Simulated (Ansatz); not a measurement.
## Electronic structure of F3HOSi···HF in real space

The calculation's input:

```
crystal:
  periodic: [false, false, false]
  atoms:
    - {symbol: Si, position_ang: [-0.739688, 0.252715, -0.761815]}
    - {symbol: F, position_ang: [1.310636, -1.186299, 2.341203]}
    - {symbol: F, position_ang: [-0.496086, -0.216451, -2.236947]}
    - {symbol: F, position_ang: [-1.770709, -0.691890, -0.069251]}
    - {symbol: F, position_ang: [-1.309144, 1.711503, -0.817701]}
    - {symbol: H, position_ang: [0.998208, -0.750208, 1.579987]}
    - {symbol: O, position_ang: [0.620380, 0.182389, 0.113214]}
    - {symbol: H, position_ang: [1.386305, 0.698141, -0.148691]}
basis:
  gaussian: {orbitals: def2-TZVPP}
hamiltonian: {xc: pbe0, dispersion: d4}
output: {orbitals: {seedname: orbitals}}
```

Command:

```sh
ansatz run in.yaml --threads 8 --pin off --events-out ev --progress --plain --max-ram 19148MiB
```

The product side of a reaction path; geometry: PBE0-D4/def2-TZVP.

Level of theory: Ansatz, RKS PBE0-D4/def2-TZVPP.

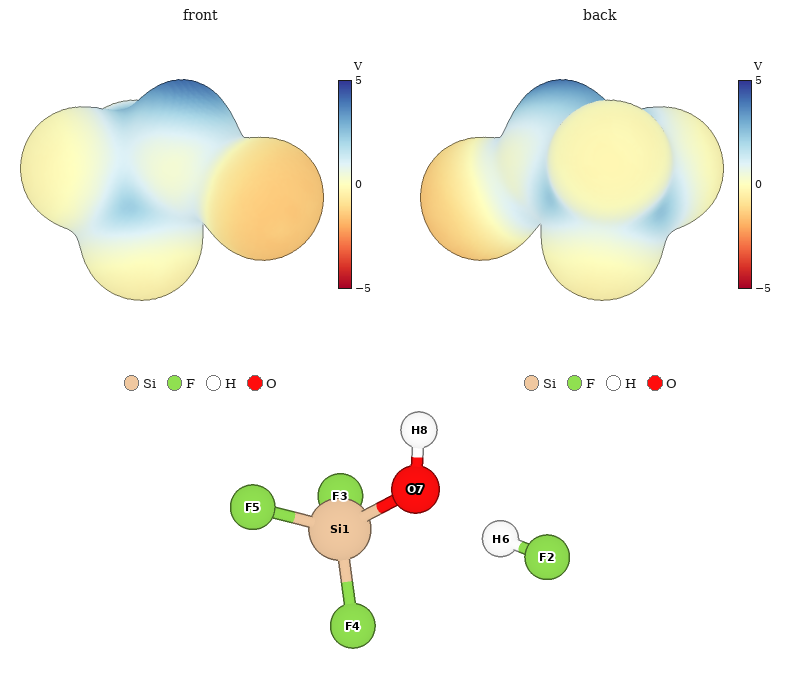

Figure 1. The electrostatic potential painted on the density surface at 0.002 e/bohr³, seen from the front and from behind; the colour scale runs from red (negative) to blue (positive). The bare structure is drawn below in the same view.

Describe the electrostatic potential map.

The most negative region (about −1.5 V) lies over F2, the most positive (about +3.9 V) over H8.

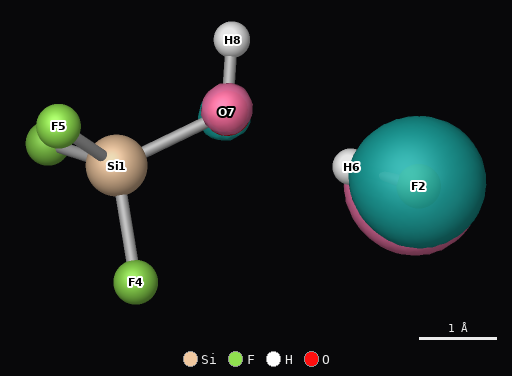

Figure 2. The HOMO at ±0.15 Å⁻³ᐟ² (teal and pink are the two phases), seen across its widest extent.

What is the character of this orbital?

Its weight (Hirshfeld) is mainly on F2 (about 90 %); largely a lone pair of F2. Its energy is −10.92 eV.

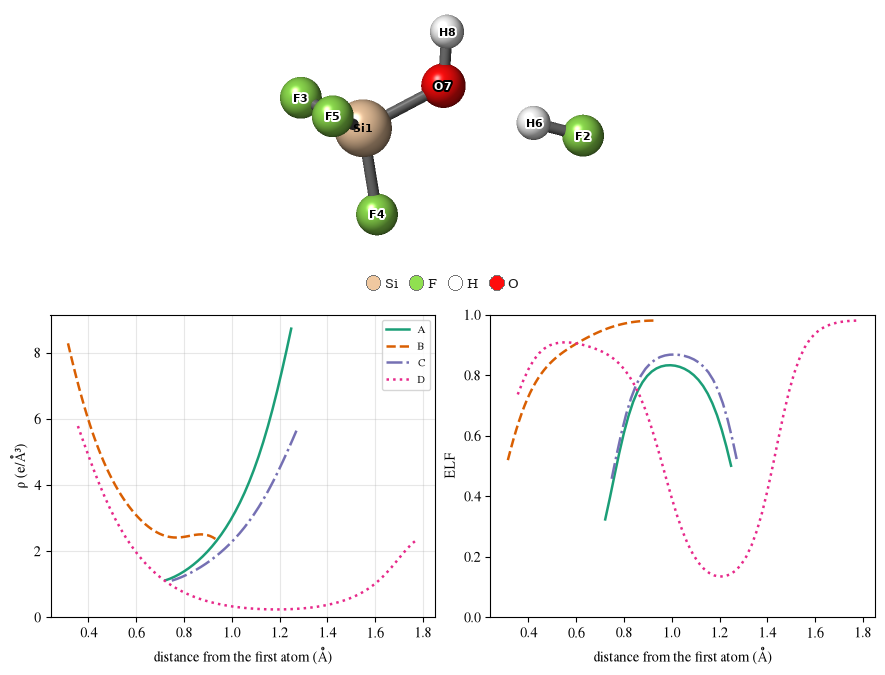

Figure 3. Total electron density and electron localisation function along straight lines between neighbouring atoms. The curves leave out the atomic cores. The structure is drawn too.

Which curve belongs to which contact (F–H, O–H, Si–F and Si–O)? The first atom named is at distance zero.

Curve A: Si–F (1.56 Å): ρ is about 1.3 e/Å³ halfway; the ELF peaks at about 0.85 in the valence shell of F, 0.6 Å from its nucleus, and is about 0.55 at the midpoint. Curve B: F–H (0.93 Å): the density is about 4.7 e/Å³ at the midpoint; the ELF climbs to about 1 towards the hydrogen, as it does in any bond to H; a covalent bond by its length. Curve C: Si–O (1.62 Å): ρ at the midpoint is about 1.3 e/Å³; the ELF peaks at about 0.85 between the atoms: a polar covalent bond. Curve D: O7···H6 (1.78 Å): the density falls to about 0.23 e/Å³ on the way; the ELF dips to about 0.15 between them; a closed-shell contact with the geometry of a hydrogen bond.
